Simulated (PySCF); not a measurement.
# Nb⁺: excitation energy in aug-cc-pVTZ-DK

Aim: the excitation energy of niobium from differences of total energies, at each level of theory, and how far each lands from the tabulated value where there is one.

Method: unrestricted determinants in a Gaussian basis, no spin-orbit coupling in the energies. Code: PySCF 2.14.0.

### Step 1. The system

* Element: niobium (Z = 41)
* Basis: aug-cc-pVTZ-DK
* Hamiltonian: the spin-free X2C one-electron Hamiltonian (Gaussian nucleus)
* State 1: Nb⁺: [Kr] 4d3 5s1, high-spin 5F determinant (an excited configuration)
* Needed too, but not shown: Nb⁺ [Kr] 4d4 (5D)
* Methods: UHF, LDA, PBE, PBE0, r2SCAN, CAM-B3LYP, MN15, revPBE, MP2
* Core shells frozen in the correlated runs: valence: [Kr] (for Nb⁺)

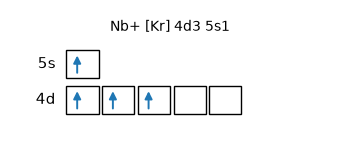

Outer shells as boxes.

The runs were made by one driver on top of PySCF. The scripts below sum up each run's settings (the driver also hands on starting orbitals that pick excited configurations, and frozen orbitals as a list rather than a count), and the logs come from the driver's own runs. The driver starts from symmetry-adapted Hartree-Fock orbitals, holds the occupation by maximum overlap and uses a logarithmic radial grid for functionals, so a plain start would take other cycles.

The integrals over 102 functions and the set-up took 4 s of CPU time.

### Step 2. Nb⁺ [Kr] 4d3 5s1: the ladder of methods

#### UHF

File input.py:

```python
from pyscf import gto, scf, dft, mp, cc
import basis_set_exchange as bse
mol = gto.M(atom="Nb 0 0 0", charge=1, spin=4, symmetry="D2h",
            basis=gto.basis.parse(bse.get_basis("aug-cc-pVTZ-DK", elements=["Nb"], fmt="nwchem")),
            nucmod="G")
mf = scf.UHF(mol).sfx2c1e()
mf.irrep_nelec = {'Ag': (7, 6), 'B1g': (2, 1), 'B2g': (2, 1), 'B3g': (2, 1), 'B1u': (3, 3), 'B2u': (3, 3), 'B3u': (3, 3)}
mf.kernel()
```

Standard output:

```text
damping factor = 0
level_shift factor = 0
DIIS = <class 'pyscf.scf.diis.CDIIS'>
diis_start_cycle = 1
diis_space = 10
diis_damp = 0
SCF conv_tol = 1e-09
SCF conv_tol_grad = None
number electrons alpha = 22  beta = 18
cycle= 1 E= -3816.90935183479  delta_E= -0.00635  |g|= 0.0278  |ddm|= 0.0504
cycle= 2 E= -3816.90963147207  delta_E= -0.00028  |g|= 0.00618  |ddm|= 0.0115
cycle= 3 E= -3816.90964682581  delta_E= -1.54e-05  |g|= 0.000518  |ddm|= 0.00731
cycle= 4 E= -3816.90964698425  delta_E= -1.58e-07  |g|= 0.000184  |ddm|= 0.00105
cycle= 5 E= -3816.90964701591  delta_E= -3.17e-08  |g|= 2.92e-05  |ddm|= 0.000722
cycle= 6 E= -3816.90964701739  delta_E= -1.48e-09  |g|= 3.22e-06  |ddm|= 0.000137
cycle= 7 E= -3816.9096470174  delta_E= -1.86e-11  |g|= 4.57e-07  |ddm|= 1.26e-05
converged SCF energy = -3816.9096470174  <S^2> = 6.0056126  2S+1 = 5.0022445
```

It used 1.3 s of CPU time after the integrals (shared host).

Orbital energies by shell (radii are means over both spins):

| shell | electrons | mean orbital energy (eV) | spread (eV) | rms radius (bohr) |
| --- | --- | --- | --- | --- |
| 1s α | 1 | -19094.8 | 0 | 0.0415 |
| 1s β | 1 | -19094.8 | 0 | 0.0415 |
| 2s α | 1 | -2753.3 | 0 | 0.171 |
| 2s β | 1 | -2752.8 | 0 | 0.171 |
| 2p α | 3 | -2454.0 | 0 | 0.152 |
| 2p β | 3 | -2453.5 | 0 | 0.152 |
| 3s α | 1 | -499.49 | 0 | 0.471 |
| 3s β | 1 | -499.11 | 0 | 0.471 |
| 3p α | 3 | -398.67 | 0 | 0.478 |
| 3p β | 3 | -398.31 | 0 | 0.478 |
| 3d α | 5 | -233.79 | 0.780 | 0.473 |
| 3d β | 5 | -233.00 | 0.183 | 0.473 |
| 4s α | 1 | -84.029 | 0 | 1.24 |
| 4s β | 1 | -80.253 | 0 | 1.24 |
| 4p α | 3 | -55.140 | 0 | 1.39 |
| 4p β | 3 | -50.200 | 0 | 1.39 |
| 4d α | 3 | -17.478 | 0 | 2.08 |
| 5s α | 1 | -13.180 | 0 | 3.55 |

⟨S²⟩ = 6.006, ⟨L²⟩ = 12.05.

Spin-orbit constants on these orbitals (cm⁻¹; bare nucleus, screened nucleus, mean field): 4d 742.6, 561.5, n/a. To first order in LS coupling the lowest level has J = 1 and lies 0.139 eV below the centre of the term.

#### LDA

input.py, as changed from the run before:

```diff
@@ -5,3 +5,3 @@
             nucmod="G")
-mf = scf.UHF(mol).sfx2c1e()
+mf = dft.UKS(mol, xc="LDA,VWN").sfx2c1e()
 mf.irrep_nelec = {'Ag': (7, 6), 'B1g': (2, 1), 'B2g': (2, 1), 'B3g': (2, 1), 'B1u': (3, 3), 'B2u': (3, 3), 'B3u': (3, 3)}
```

Standard output:

```text
damping factor = 0
level_shift factor = 0
DIIS = <class 'pyscf.scf.diis.CDIIS'>
diis_start_cycle = 1
diis_space = 10
diis_damp = 0
SCF conv_tol = 1e-09
SCF conv_tol_grad = None
number electrons alpha = 22  beta = 18
XC functionals = LDA,VWN
    P. A. M. Dirac.,  Math. Proc. Cambridge Philos. Soc. 26, 376 (1930)
    F. Bloch.,  Z. Phys. 57, 545 (1929)
    S. H. Vosko, L. Wilk, and M. Nusair.,  Can. J. Phys. 58, 1200 (1980)
cycle= 1 E= -3814.35993072937  delta_E= -0.014  |g|= 0.0597  |ddm|= 0.984
cycle= 2 E= -3814.36019154739  delta_E= -0.000261  |g|= 0.0196  |ddm|= 0.104
cycle= 3 E= -3814.36022331203  delta_E= -3.18e-05  |g|= 0.00335  |ddm|= 0.0447
cycle= 4 E= -3814.36022663372  delta_E= -3.32e-06  |g|= 0.000247  |ddm|= 0.00866
cycle= 5 E= -3814.36022666199  delta_E= -2.83e-08  |g|= 1.54e-05  |ddm|= 0.00034
cycle= 6 E= -3814.36022666211  delta_E= -1.15e-10  |g|= 3.4e-08  |ddm|= 2.25e-05
converged SCF energy = -3814.36022666211  <S^2> = 6.0004074  2S+1 = 5.0001629
```

CPU time 0.71 s on a shared host, the integrals not counted.

#### PBE

input.py, as changed from the run before:

```diff
@@ -5,3 +5,3 @@
             nucmod="G")
-mf = dft.UKS(mol, xc="LDA,VWN").sfx2c1e()
+mf = dft.UKS(mol, xc="PBE").sfx2c1e()
 mf.irrep_nelec = {'Ag': (7, 6), 'B1g': (2, 1), 'B2g': (2, 1), 'B3g': (2, 1), 'B1u': (3, 3), 'B2u': (3, 3), 'B3u': (3, 3)}
```

Standard output:

```text
damping factor = 0
level_shift factor = 0
DIIS = <class 'pyscf.scf.diis.CDIIS'>
diis_start_cycle = 1
diis_space = 10
diis_damp = 0
SCF conv_tol = 1e-09
SCF conv_tol_grad = None
number electrons alpha = 22  beta = 18
XC functionals = PBE
    J. P. Perdew, K. Burke, and M. Ernzerhof.,  Phys. Rev. Lett. 77, 3865 (1996)
    J. P. Perdew, K. Burke, and M. Ernzerhof.,  Phys. Rev. Lett. 78, 1396 (1997)
    J. P. Perdew, K. Burke, and M. Ernzerhof.,  Phys. Rev. Lett. 77, 3865 (1996)
    J. P. Perdew, K. Burke, and M. Ernzerhof.,  Phys. Rev. Lett. 78, 1396 (1997)
cycle= 1 E= -3818.59355979771  delta_E= -0.00992  |g|= 0.0445  |ddm|= 0.782
cycle= 2 E= -3818.59374815001  delta_E= -0.000188  |g|= 0.0112  |ddm|= 0.0792
cycle= 3 E= -3818.5937629187  delta_E= -1.48e-05  |g|= 0.000729  |ddm|= 0.0159
cycle= 4 E= -3818.59376310067  delta_E= -1.82e-07  |g|= 0.000336  |ddm|= 0.00209
cycle= 5 E= -3818.59376313236  delta_E= -3.17e-08  |g|= 1.99e-05  |ddm|= 0.000837
cycle= 6 E= -3818.59376313258  delta_E= -2.17e-10  |g|= 3.03e-07  |ddm|= 2.19e-05
converged SCF energy = -3818.59376313258  <S^2> = 6.0008708  2S+1 = 5.0003483
```

CPU time 1.3 s on a shared host, the integrals not counted.

#### PBE0

input.py, as changed from the run before:

```diff
@@ -5,3 +5,3 @@
             nucmod="G")
-mf = dft.UKS(mol, xc="PBE").sfx2c1e()
+mf = dft.UKS(mol, xc="PBE0").sfx2c1e()
 mf.irrep_nelec = {'Ag': (7, 6), 'B1g': (2, 1), 'B2g': (2, 1), 'B3g': (2, 1), 'B1u': (3, 3), 'B2u': (3, 3), 'B3u': (3, 3)}
```

Standard output:

```text
damping factor = 0
level_shift factor = 0
DIIS = <class 'pyscf.scf.diis.CDIIS'>
diis_start_cycle = 1
diis_space = 10
diis_damp = 0
SCF conv_tol = 1e-09
SCF conv_tol_grad = None
number electrons alpha = 22  beta = 18
XC functionals = PBE0
    C. Adamo and V. Barone.,  J. Chem. Phys. 110, 6158 (1999)
    M. Ernzerhof and G. E. Scuseria.,  J. Chem. Phys. 110, 5029 (1999)
cycle= 1 E= -3818.66716702406  delta_E= -0.00656  |g|= 0.0257  |ddm|= 0.543
cycle= 2 E= -3818.66730329444  delta_E= -0.000136  |g|= 0.00565  |ddm|= 0.0438
cycle= 3 E= -3818.66731342557  delta_E= -1.01e-05  |g|= 0.00252  |ddm|= 0.0177
cycle= 4 E= -3818.66731507641  delta_E= -1.65e-06  |g|= 0.000295  |ddm|= 0.00653
cycle= 5 E= -3818.66731510946  delta_E= -3.31e-08  |g|= 9.83e-06  |ddm|= 0.00126
cycle= 6 E= -3818.66731510953  delta_E= -6.87e-11  |g|= 3.93e-07  |ddm|= 4.45e-05
converged SCF energy = -3818.66731510953  <S^2> = 6.0015663  2S+1 = 5.0006265
```

CPU time 1.8 s on a shared host, the integrals not counted.

#### r2SCAN

input.py, as changed from the run before:

```diff
@@ -5,3 +5,3 @@
             nucmod="G")
-mf = dft.UKS(mol, xc="PBE0").sfx2c1e()
+mf = dft.UKS(mol, xc="R2SCAN").sfx2c1e()
 mf.irrep_nelec = {'Ag': (7, 6), 'B1g': (2, 1), 'B2g': (2, 1), 'B3g': (2, 1), 'B1u': (3, 3), 'B2u': (3, 3), 'B3u': (3, 3)}
```

Standard output:

```text
damping factor = 0
level_shift factor = 0
DIIS = <class 'pyscf.scf.diis.CDIIS'>
diis_start_cycle = 1
diis_space = 10
diis_damp = 0
SCF conv_tol = 1e-09
SCF conv_tol_grad = None
number electrons alpha = 22  beta = 18
XC functionals = R2SCAN
    J. W. Furness, A. D. Kaplan, J. Ning, J. P. Perdew, and J. Sun.,  J. Phys. Chem. Lett. 11, 8208-8215 (2020)
    J. W. Furness, A. D. Kaplan, J. Ning, J. P. Perdew, and J. Sun.,  J. Phys. Chem. Lett. 11, 9248-9248 (2020)
    J. W. Furness, A. D. Kaplan, J. Ning, J. P. Perdew, and J. Sun.,  J. Phys. Chem. Lett. 11, 8208-8215 (2020)
    J. W. Furness, A. D. Kaplan, J. Ning, J. P. Perdew, and J. Sun.,  J. Phys. Chem. Lett. 11, 9248-9248 (2020)
cycle= 1 E= -3818.98241622932  delta_E= -0.00917  |g|= 0.0386  |ddm|= 0.501
cycle= 2 E= -3818.98260491498  delta_E= -0.000189  |g|= 0.00974  |ddm|=  0.1
cycle= 3 E= -3818.98261461763  delta_E= -9.7e-06  |g|= 0.000587  |ddm|= 0.0153
cycle= 4 E= -3818.98261477594  delta_E= -1.58e-07  |g|= 0.000354  |ddm|= 0.00405
cycle= 5 E= -3818.98261481501  delta_E= -3.91e-08  |g|= 1.9e-05  |ddm|= 0.000789
cycle= 6 E= -3818.98261481791  delta_E= -2.9e-09  |g|= 2.26e-05  |ddm|= 0.000442
cycle= 7 E= -3818.98261481555  delta_E= 2.36e-09  |g|= 8.46e-06  |ddm|= 0.000292
cycle= 8 E= -3818.98261481517  delta_E= 3.79e-10  |g|= 5.29e-08  |ddm|= 0.000174
converged SCF energy = -3818.98261481517  <S^2> = 6.0025185  2S+1 = 5.0010073
```

CPU time 3.3 s on a shared host, the integrals not counted.

#### CAM-B3LYP

input.py, as changed from the run before:

```diff
@@ -5,3 +5,3 @@
             nucmod="G")
-mf = dft.UKS(mol, xc="R2SCAN").sfx2c1e()
+mf = dft.UKS(mol, xc="CAMB3LYP").sfx2c1e()
 mf.irrep_nelec = {'Ag': (7, 6), 'B1g': (2, 1), 'B2g': (2, 1), 'B3g': (2, 1), 'B1u': (3, 3), 'B2u': (3, 3), 'B3u': (3, 3)}
```

Standard output:

```text
damping factor = 0
level_shift factor = 0
DIIS = <class 'pyscf.scf.diis.CDIIS'>
diis_start_cycle = 1
diis_space = 10
diis_damp = 0
SCF conv_tol = 1e-09
SCF conv_tol_grad = None
number electrons alpha = 22  beta = 18
XC functionals = CAMB3LYP
    T. Yanai, D. P. Tew, and N. C. Handy.,  Chem. Phys. Lett. 393, 51 (2004)
cycle= 1 E= -3819.1899507798  delta_E= -0.0081  |g|= 0.0303  |ddm|= 0.769
cycle= 2 E= -3819.1901558343  delta_E= -0.000205  |g|= 0.00573  |ddm|= 0.0678
cycle= 3 E= -3819.1901647702  delta_E= -8.94e-06  |g|= 0.000688  |ddm|= 0.00995
cycle= 4 E= -3819.19016568087  delta_E= -9.11e-07  |g|= 0.000107  |ddm|= 0.00373
cycle= 5 E= -3819.19016569582  delta_E= -1.5e-08  |g|= 5.01e-05  |ddm|= 0.000565
cycle= 6 E= -3819.1901656967  delta_E= -8.79e-10  |g|= 3.4e-06  |ddm|= 0.00013
converged SCF energy = -3819.1901656967  <S^2> = 6.001209  2S+1 = 5.0004836
```

CPU time 6.3 s on a shared host, the integrals not counted.

#### MN15

input.py, as changed from the run before:

```diff
@@ -5,3 +5,3 @@
             nucmod="G")
-mf = dft.UKS(mol, xc="CAMB3LYP").sfx2c1e()
+mf = dft.UKS(mol, xc="MN15").sfx2c1e()
 mf.irrep_nelec = {'Ag': (7, 6), 'B1g': (2, 1), 'B2g': (2, 1), 'B3g': (2, 1), 'B1u': (3, 3), 'B2u': (3, 3), 'B3u': (3, 3)}
```

Standard output:

```text
damping factor = 0
level_shift factor = 0
DIIS = <class 'pyscf.scf.diis.CDIIS'>
diis_start_cycle = 1
diis_space = 10
diis_damp = 0
SCF conv_tol = 1e-09
SCF conv_tol_grad = None
number electrons alpha = 22  beta = 18
XC functionals = MN15
    H. S. Yu, X. He, S. L. Li, and D. G. Truhlar.,  Chem. Sci. 7, 5032-5051 (2016)
    H. S. Yu, X. He, S. L. Li, and D. G. Truhlar.,  Chem. Sci. 7, 5032-5051 (2016)
cycle= 1 E= -3821.51608592023  delta_E= -0.0255  |g|= 0.0658  |ddm|= 1.43
cycle= 2 E= -3821.51656448338  delta_E= -0.000479  |g|= 0.0147  |ddm|= 0.128
cycle= 3 E= -3821.51658589806  delta_E= -2.14e-05  |g|= 0.00107  |ddm|= 0.0174
cycle= 4 E= -3821.51658663036  delta_E= -7.32e-07  |g|= 0.000557  |ddm|= 0.00756
cycle= 5 E= -3821.51658675072  delta_E= -1.2e-07  |g|= 5.74e-05  |ddm|= 0.0016
cycle= 6 E= -3821.51658675605  delta_E= -5.33e-09  |g|= 5.36e-06  |ddm|= 0.000524
cycle= 7 E= -3821.51658675611  delta_E= -6.59e-11  |g|= 4.82e-07  |ddm|= 6.18e-05
converged SCF energy = -3821.51658675611  <S^2> = 6.0012388  2S+1 = 5.0004955
```

It used 3.5 s of CPU time after the integrals (shared host).

#### revPBE

input.py, as changed from the run before:

```diff
@@ -5,3 +5,3 @@
             nucmod="G")
-mf = dft.UKS(mol, xc="MN15").sfx2c1e()
+mf = dft.UKS(mol, xc="PBE_R,PBE").sfx2c1e()
 mf.irrep_nelec = {'Ag': (7, 6), 'B1g': (2, 1), 'B2g': (2, 1), 'B3g': (2, 1), 'B1u': (3, 3), 'B2u': (3, 3), 'B3u': (3, 3)}
```

Standard output:

```text
damping factor = 0
level_shift factor = 0
DIIS = <class 'pyscf.scf.diis.CDIIS'>
diis_start_cycle = 1
diis_space = 10
diis_damp = 0
SCF conv_tol = 1e-09
SCF conv_tol_grad = None
number electrons alpha = 22  beta = 18
XC functionals = PBE_R,PBE
    Y. Zhang and W. Yang.,  Phys. Rev. Lett. 80, 890 (1998)
    J. P. Perdew, K. Burke, and M. Ernzerhof.,  Phys. Rev. Lett. 77, 3865 (1996)
    J. P. Perdew, K. Burke, and M. Ernzerhof.,  Phys. Rev. Lett. 78, 1396 (1997)
cycle= 1 E= -3818.80646852092  delta_E= -0.00956  |g|= 0.0422  |ddm|= 0.761
cycle= 2 E= -3818.80665414663  delta_E= -0.000186  |g|= 0.0101  |ddm|= 0.075
cycle= 3 E= -3818.80667009851  delta_E= -1.6e-05  |g|= 0.00171  |ddm|= 0.0124
cycle= 4 E= -3818.80667108343  delta_E= -9.85e-07  |g|= 0.000243  |ddm|= 0.00408
cycle= 5 E= -3818.80667110082  delta_E= -1.74e-08  |g|= 2.14e-05  |ddm|= 0.000689
cycle= 6 E= -3818.80667110107  delta_E= -2.48e-10  |g|= 1.02e-06  |ddm|= 2.13e-05
converged SCF energy = -3818.80667110107  <S^2> = 6.0009892  2S+1 = 5.0003957
```

It used 1.4 s of CPU time after the integrals (shared host).

#### MP2 (valence)

input.py, as changed from the run before:

```diff
@@ -5,4 +5,5 @@
             nucmod="G")
-mf = dft.UKS(mol, xc="PBE_R,PBE").sfx2c1e()
+mf = scf.UHF(mol).sfx2c1e()
 mf.irrep_nelec = {'Ag': (7, 6), 'B1g': (2, 1), 'B2g': (2, 1), 'B3g': (2, 1), 'B1u': (3, 3), 'B2u': (3, 3), 'B3u': (3, 3)}
 mf.kernel()
+mp.UMP2(mf, frozen=18).kernel()
```

No log was kept for this step.

It used 0.12 s of CPU time after the integrals (shared host).

With 4 electrons correlated, the MP2 correlation energy is -0.02800 hartree (-0.02800 same spin, 0.00000 opposite spin); the SCS form gives -0.00933. Largest pairs of shells: 4d-4d -0.0153, 4d-5s -0.0127, 5s-5s 0.0000.

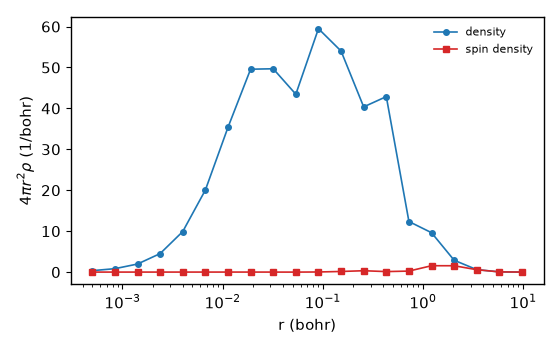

Radial density 4πr²ρ of Nb⁺ at UHF, without picture-change correction, at 20 stored radii joined by straight lines.

### Step 3. Differences of total energies

Excitation energy: Nb⁺ [Kr] 4d4 (5D) → Nb⁺ [Kr] 4d3 5s1 (5F).

| method | value (eV) | error (eV) |
| --- | --- | --- |
| UHF | 0.0523 | -0.2733 |
| LDA | 0.3812 | +0.0557 |
| PBE0 | 0.3929 | +0.0673 |
| CAM-B3LYP | 0.3235 | -0.0020 |
| MN15 | 0.6249 | +0.2994 |
| revPBE | 0.3672 | +0.0417 |
| MP2 (valence) | 0.2440 | -0.0815 |
| SCS-MP2 (valence) | 0.1162 | -0.2093 |

Reference: 0.326 eV (measured; NIST levels, between the centres of gravity of the two terms). Errors of the correlated levels include the incompleteness of this basis.

The differences also use runs on Nb⁺ [Kr] 4d4 (5D), which are not shown here.

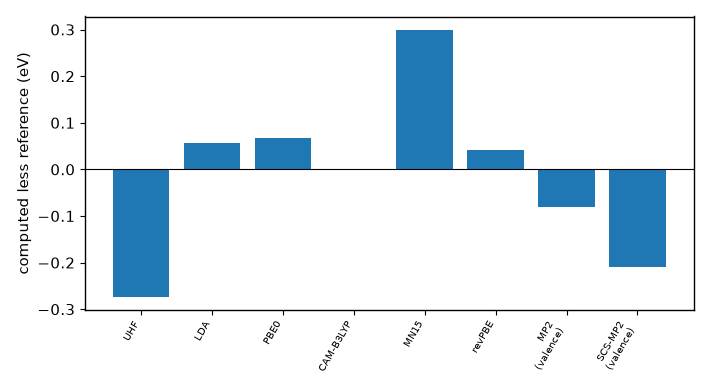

Computed less reference values by method.

### Step 4. Summary of results

| quantity | value |
| --- | --- |
| excitation energy, Nb⁺ → [Kr] 4d3 5s1 | UHF 0.052, MP2 (valence) 0.244 eV; reference 0.326 |

Each level's miss (mean over 1 difference):

| method | mean absolute miss against the measured value (with the measured fine structure taken into account where it is known) (eV) |
| --- | --- |
| UHF | 0.273 |
| LDA | 0.056 |
| PBE0 | 0.067 |
| CAM-B3LYP | 0.002 |
| MN15 | 0.299 |
| revPBE | 0.042 |
| MP2 (valence) | 0.081 |
| SCS-MP2 (valence) | 0.209 |

What this shows: Against experiment CAM-B3LYP comes closest (off by 0.00 eV) and MN15 is farthest (0.30 eV). LDA is off by +0.06 eV. The basis is finite, and no extrapolation was made.
